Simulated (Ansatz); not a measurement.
C2H3ClO2Zr (SMILES C#[C][Zr]([OH])([OH])[Cl])

Input file:

```
crystal:
  periodic: [false, false, false]
  atoms:
    - {symbol: C, position_ang: [2.396785, -0.364935, -1.268427]}
    - {symbol: C, position_ang: [1.317418, -0.120540, -0.766699]}
    - {symbol: Zr, position_ang: [-0.633891, 0.352104, 0.113376]}
    - {symbol: O, position_ang: [-1.760745, -1.150105, -0.160578]}
    - {symbol: O, position_ang: [-0.357340, 0.697727, 1.958923]}
    - {symbol: Cl, position_ang: [-1.546545, 2.257626, -0.943586]}
    - {symbol: H, position_ang: [3.344343, -0.577274, -1.710792]}
    - {symbol: H, position_ang: [-2.384740, -1.869884, -0.130888]}
    - {symbol: H, position_ang: [-0.375266, 0.775280, 2.908672]}
basis:
  gaussian: {orbitals: def2-TZVPP}
hamiltonian: {xc: pbe0, dispersion: d4}
output: {orbitals: {seedname: orbitals}}
```

Command:

```sh
ansatz run in.yaml --threads 2 --pin off --events-out ev --progress --plain --max-ram 32768MiB --backend cpu
```

Geometry: PBE0-D4/def2-TZVP; core potentials replace the inner electrons of Zr.

These are results of Ansatz, RKS PBE0-D4/def2-TZVPP, not measurements.

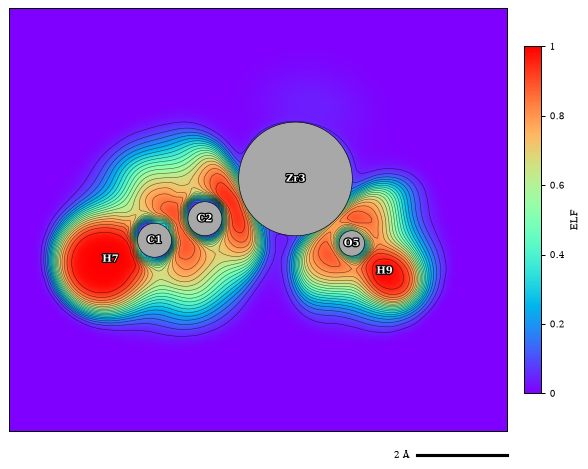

Figure 1. Electron localisation function on the plane of atoms C2, Zr3 and O5. Grey discs cover the atomic cores.

What do the fields say about this system?

Answer. The section cuts through C, Zr, O and H sites.
C–C (1.22 Å): the ELF peaks at about 0.85 between the atoms: a short, multiple covalent bond.
Zr–O (1.90 Å): the ELF peaks at about 0.80 in the valence shell of O, 0.5 Å from its nucleus, and drops to about 0.25 between the two atoms.
C–Zr (2.19 Å): the ELF peaks at about 0.95 in the valence shell of C, 0.7 Å from its nucleus, and is about 0.40 at the midpoint.
O–H (0.95 Å): the ELF climbs to about 1 towards the hydrogen, as it does in any bond to H: a covalent bond by its length.
C–H (1.07 Å): the ELF climbs to about 1 towards the hydrogen: a covalent bond by its length.

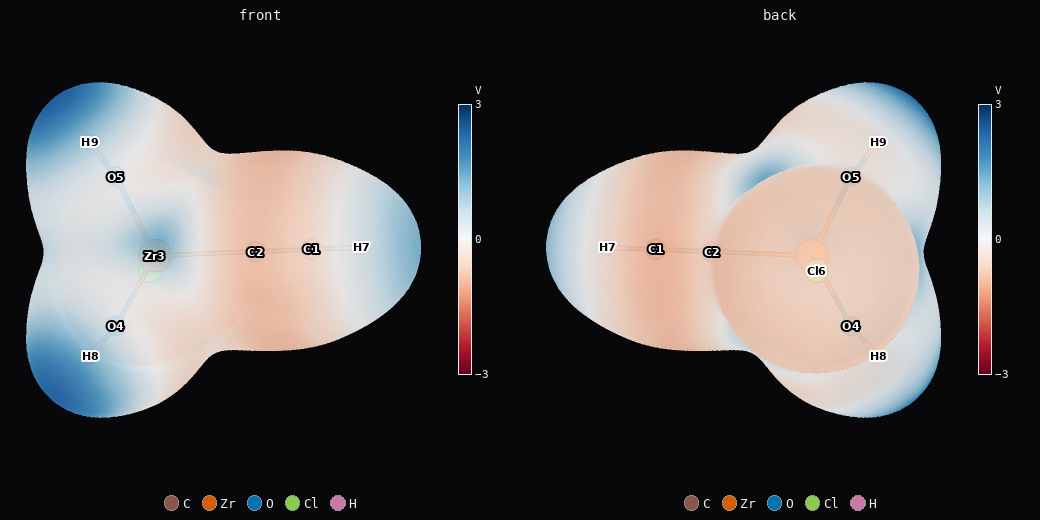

Figure 2. The molecular electrostatic potential painted on the density surface at 0.001 e/bohr³, seen from the front and from behind; the colour scale runs from red (negative) to blue (positive).

Where is the surface potential most negative and most positive?

Answer. The most negative region (about −0.9 V) lies over C1 and C2, the most positive (about +2.4 V) over H8 and H9.

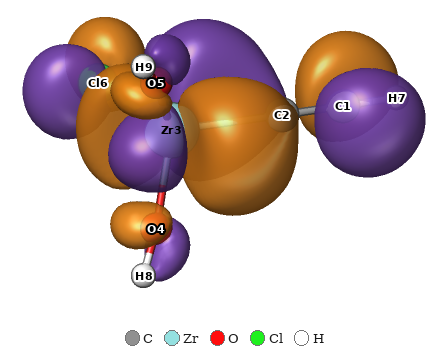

Figure 3. The LUMO at ±0.06 Å⁻³ᐟ² (orange and purple are the two phases), seen at a tilt.

Describe this orbital and give its energy.

Answer. By Hirshfeld shares it lies mainly on Zr3 (about 55 %), C1 (about 15 %), C2 (about 10 %) and Cl6 (about 10 %). Its energy is −1.57 eV.
